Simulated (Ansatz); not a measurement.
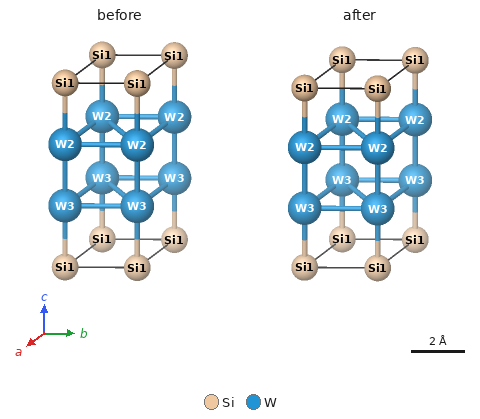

The structure of a crystal of SiW2 (a generated structure, set up in P6/mmm) before (left) and after (right) a relaxation, at one scale.

Style: ball-and-stick. Shown: the cell of the calculation, from a free direction.

These are results of DFT PBE, scalar-relativistic, plane waves, PAW (Ansatz 0.2.0), not measurements. Settings: plane-wave cutoff 420 eV; k-point mesh 18 × 18 × 6; occupations gaussian; smearing width 0.1 eV; no spin polarisation; cell and atoms relaxed; force threshold 0.01 eV/Å; at most 80 steps.

Describe what moved and what it gained.

Answer. The largest moves relative to the cell, 0.023 Å, are those of W2 and W3. W3 goes along −c. Si stays in place. The drawn cell changes as follows: a = b 2.747 → 2.779 Å (+1.2 %), c 7.857 → 7.651 Å (−2.6 %); the volume changes by −0.3 %. Near-neighbour distances that change, for instance: Si1–W2 2.620 → 2.528 Å, W2–W2 2.747 → 2.779 Å, W2–W3 2.616 → 2.595 Å. The space group stays P6/mmm (No. 191). The energy falls by 40.1 meV per cell of the calculation in 3 accepted moves (5 points after the start). Largest force component: 0.24 eV/Å at the start, 0.00074 eV/Å at the end. Pressure: 0.06 GPa at the start and −0.01 GPa at the end. The line search rejected the trial step at point 2 of the run. The SCF was repeated once at an unchanged geometry on a basis and grid sized afresh for the cell, which shifted the energy by less than 0.05 meV per cell of the calculation at most. Cost: 24 s on 1 thread of Intel(R) Xeon(R) 6975P-C (Granite Rapids), with other jobs on the host, peak memory 0.48 GiB.
